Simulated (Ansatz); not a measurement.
GeH4BrCl: several calculations on one system

## 1. Relaxation

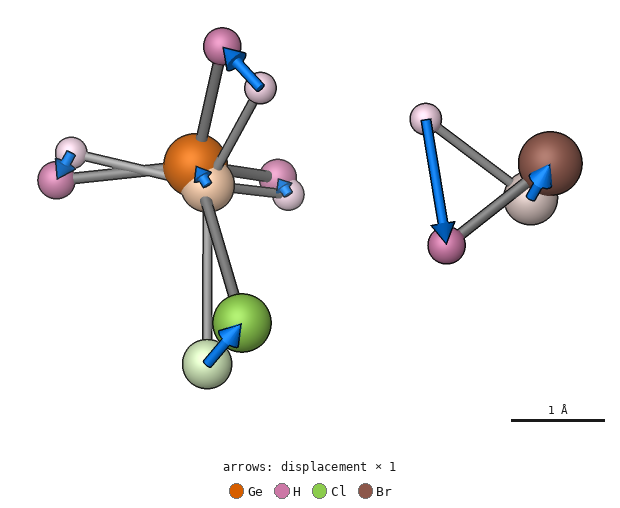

This is a relaxation of GeH₄BrCl. The starting structure is drawn faded, the final one solid; blue arrows show the displacements, at their true length. The two geometries are superimposed by the best rigid fit.

The picture is a ball-and-stick view, seen at a tilt.

The run prepares an end point of a later path (reaction) calculation, from a guessed geometry.

All numbers below come from Ansatz 0.2.0, RKS BLYP-D4/def2-SVP.

Input
```yaml
crystal:
  periodic: [false, false, false]
  atoms:
    - { symbol: Ge, position_ang: [-0.096594, -0.188304, -0.078436] }
    - { symbol: H, position_ang: [0.024424, -0.173355, 1.46946] }
    - { symbol: Cl, position_ang: [1.926469, -0.394582, -0.896954] }
    - { symbol: H, position_ang: [-0.718886, 1.126083, -0.597191] }
    - { symbol: H, position_ang: [-0.904354, -1.435314, -0.526511] }
    - { symbol: Br, position_ang: [1.413969, 2.664382, 1.534573] }
    - { symbol: H, position_ang: [0.935372, 1.33709, 2.066959] }
basis:
  gaussian: { orbitals: def2-SVP }
hamiltonian:
  xc: blyp
  dispersion: d4
relax:
  f_tol: 0.03
  max_steps: 50
```

Launched with:
```bash
ansatz run input.yaml --threads 2 --pin off --max-ram 3072MiB --backend cpu --events-out ev --progress --plain --runs-dir out
```

Atoms of which element are displaced furthest, and by how much?

Hydrogen: up to 1.38 Å, against 0.63 Å for chlorine.

What did the optimiser do to the structure, and how much energy did it gain?

The atom that moves furthest after the best rigid fit is H7 (1.38 Å). By element the largest moves are H 1.38 Å, Cl 0.63 Å, Br 0.49 Å, Ge 0.26 Å. Some distances before and after: Br6–H7 1.508 → 1.454 Å, Ge1–Cl3 2.192 → 2.223 Å, Ge1–H2 1.553 → 1.546 Å. Among the angles between lasting bonds that change: H2–Ge1–H5 109.6° → 112.2°, Cl3–Ge1–H4 109.1° → 106.8°. Over 16 accepted moves (18 points after the start) the energy falls by 6.35 kcal/mol. Largest force component: 1.2 eV/Å at the start, 0.011 eV/Å at the end. The line search rejected the trial steps at points 3, 17 of the run. The forces were under the threshold at step 4, but the run went on from there. The run took 32 s on 2 threads of Arm Neoverse V1 (shared host), peak memory 0.14 GiB.

## 2. Relaxation

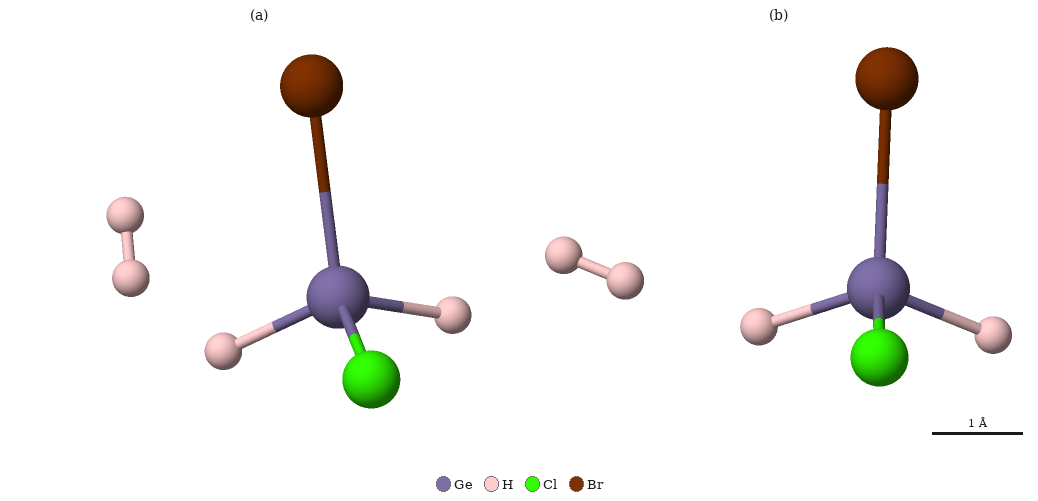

The structure of GeH₄BrCl before (left) and after (right) a relaxation, at one scale.

A ball-and-stick model, seen from a free direction.

The run prepares an end point of a later path (reaction) calculation, from a guessed geometry.

Level of theory: Ansatz 0.2.0, RKS BLYP-D4/def2-SVP. (no spin polarisation; force threshold 0.03 eV/Å; at most 50 steps)

> Summarise the run.

After 21 accepted moves (25 points after the start) the energy has fallen by 4.28 kcal/mol. Largest force component: 1.7 eV/Å at the start, 0.025 eV/Å at the end. The line search rejected the trial steps at points 13, 15, 21, 24 of the run. The forces were under the threshold at step 5, but the run went on from there. The atom that moves furthest after the best rigid fit is an H atom (1.11 Å). By element the largest moves are H 1.11 Å, Br 0.74 Å, Ge 0.33 Å, Cl 0.29 Å. Some distances before and after: H–H 0.719 → 0.768 Å, Br–Ge 2.385 → 2.340 Å, Cl–Ge 2.185 → 2.193 Å.

Limits of the set-up: the start holds two separate molecules, 2.5 Å apart at their closest, whose relative position is a soft coordinate.

## 3. Path

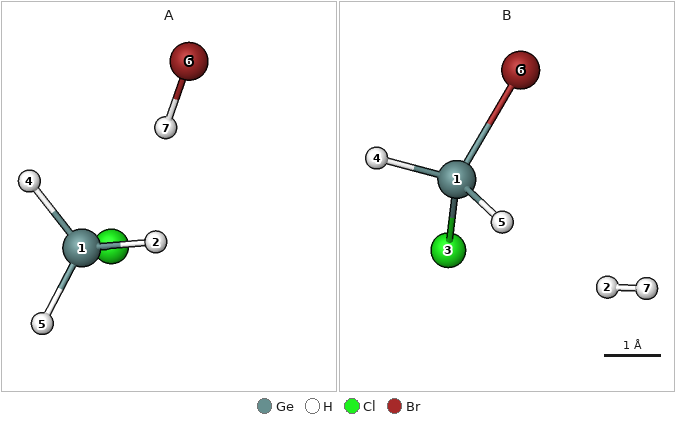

The two relaxed end points of a path for GeH$_{4}$BrCl, made up at the start of GeH$_{3}$Cl and HBr. Style: ball-and-stick. Shown from a free direction.

Method: RKS BLYP-D4/def2-SVP (Ansatz).

Settings: 5 movable images; climbing image; force threshold 0.05 eV/Å; iteration limit 60.

Start:
```xyz
7

Ge   -0.3001   -0.2901   -0.0530
H    -0.6872   -0.4290    1.4370
Cl    1.9209   -0.2662   -0.1313
H    -0.7848    1.0377   -0.6787
H    -0.7308   -1.5226   -0.8868
Br    1.2960    2.7427    2.0379
H     1.8663    1.6635    1.2470
```

End:
```xyz
7

Ge   -0.2033    0.7870   -0.5099
H     1.5610   -0.7138    2.2320
Cl    1.8103   -0.0696   -0.6511
H    -0.7116    1.0192   -1.9537
H    -1.0688   -0.1670    0.3472
Br   -0.0804    2.8605    0.5668
H     1.2731   -0.7804    2.9407
```

> What barrier does the band find between them, and by what path?

The energy climbs by 39.4 kcal/mol to image 3 and then falls by 49.4 kcal/mol, so the end point sits at −10.0 kcal/mol. Breaking: Br6–H7 (1.45 → 1.79 at the top → 4.55 Å), Ge1–H2 (1.55 → 1.85 at the top → 3.59 Å). Forming: Ge1–Br6 (4.01 → 2.89 at the top → 2.34 Å), H2–H7 (3.31 → 0.96 at the top → 0.77 Å). The band is converged.

Energies of the converged images:

```tsv
image	path (Å)	E (kcal/mol)
0	0.00	0.0
1	1.10	2.9
2	2.20	7.5
3	3.29	39.4
4	5.61	-9.6
5	7.92	-9.7
6	10.23	-10.0
```

The geometry at the top of the path:

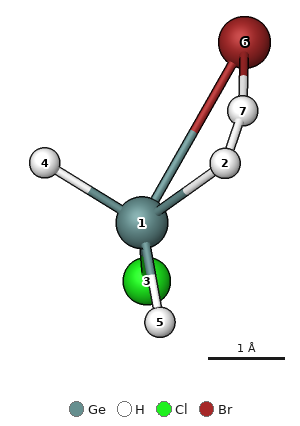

Limits of the set-up: the start holds two separate molecules, 2.4 Å apart at their closest, whose relative position is a soft coordinate.

The run took 2.7 min on 2 threads of Arm Neoverse V1 (shared host), peak memory 0.13 GiB.
